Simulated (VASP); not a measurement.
Band structure of NiAl (CsCl type). These are PBE GGA with D4 dispersion, VASP's PBE PAW potentials (set 64) (plane waves; VASP) values and carry that method's errors.

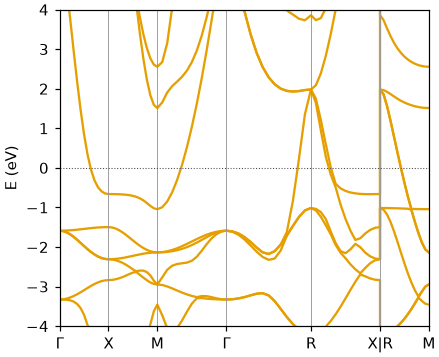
Figure: Bands along high-symmetry lines, zero at the valence-band maximum or, without a gap, the Fermi level

Read the plot: is there a gap, and where are the band edges?

It has no gap at this level: it comes out as a metal or semimetal. (Edges off the drawn lines would not show.)

The compound is NiAl in the CsCl type structure. It was relaxed first. The run is not spin-polarised, so no magnetic state was tried. The electron count is odd and the run is not spin-polarised, which forces a metal.
